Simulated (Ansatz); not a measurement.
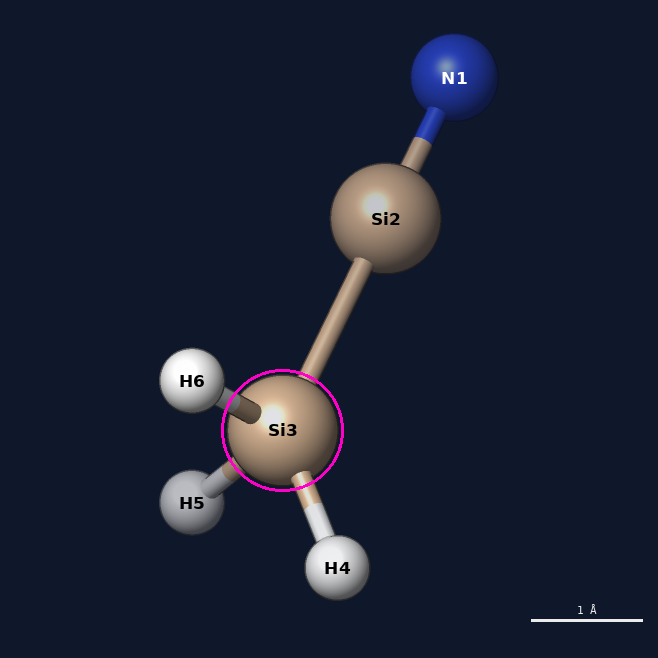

(Drawn from a calculation with Ansatz.)

Orthographic view. Atoms fade into the background with distance from the viewer. Geometry: moved along internal coordinates away from the minimum.

### Which atoms are bonded to the circled atom?

The circled atom is Si3; it is bonded to Si2, H4, H5, H6.

### Which atom is farthest from the viewer?

N1, 1.3 Å behind the mean position.

### Of Si3 and H5, which is nearer the viewer?

Si3; the bond to H5 points away from the viewer, so it looks shorter than its 1.48 Å.

### Which atom is nearest the viewer?

H6, 1.5 Å in front of the mean position.
